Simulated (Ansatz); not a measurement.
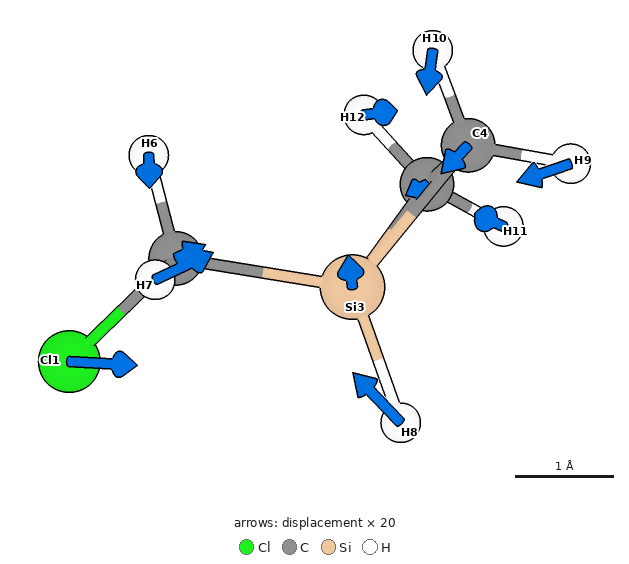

A relaxation of C₃H₇ClSi. The starting structure is drawn; blue arrows show the displacements, 20 times their true length. The two geometries are superimposed by the best rigid fit.

A ball-and-stick model, seen from a free direction.

The start comes from PBE-D4/def2-SVP.

Method: Ansatz, RKS PBE0-D4/def2-TZVP.

Input
```yaml
crystal:
  periodic: [false, false, false]
  atoms:
    - {symbol: Cl, position_ang: [-2.737109, 0.583813, 1.398663]}
    - {symbol: C, position_ang: [-0.935237, 0.422464, 1.519205]}
    - {symbol: Si, position_ang: [-0.267838, -0.659243, 0.119783]}
    - {symbol: C, position_ang: [1.433909, -0.267808, -0.566653]}
    - {symbol: C, position_ang: [0.252203, 0.165942, -1.473506]}
    - {symbol: H, position_ang: [-0.494182, 1.437400, 1.460131]}
    - {symbol: H, position_ang: [-0.707078, 0.008446, 2.521674]}
    - {symbol: H, position_ang: [-0.779411, -2.061597, 0.106129]}
    - {symbol: H, position_ang: [2.063718, -1.097073, -0.932901]}
    - {symbol: H, position_ang: [2.033241, 0.536548, -0.105773]}
    - {symbol: H, position_ang: [0.131820, -0.375513, -2.427578]}
    - {symbol: H, position_ang: [0.082765, 1.251319, -1.585073]}
basis:
  gaussian: {orbitals: def2-TZVP}
hamiltonian: {xc: pbe0, dispersion: d4}
relax: {f_tol: 0.005, max_steps: 150}
```

Run as
```bash
ansatz run in.yaml --threads 4 --pin off --events-out ev --progress --plain --max-ram 10444MiB
```

What happened in the run?

The energy falls by 0.063 eV in 5 geometry steps. The largest force component goes from 0.59 to 0.0019 eV/Å. Cl1 moves most after the best rigid fit: 0.045 Å. By element the largest moves are Cl 0.045 Å, H 0.039 Å, C 0.022 Å, Si 0.021 Å. Some distances before and after: Si3–C4 1.876 → 1.845 Å, Si3–C5 1.868 → 1.838 Å, Cl1–C2 1.813 → 1.789 Å, C4–H10 1.104 → 1.086 Å. Cost: 9 s on 4 threads of AMD EPYC 9R45 96-Core, on a shared host.
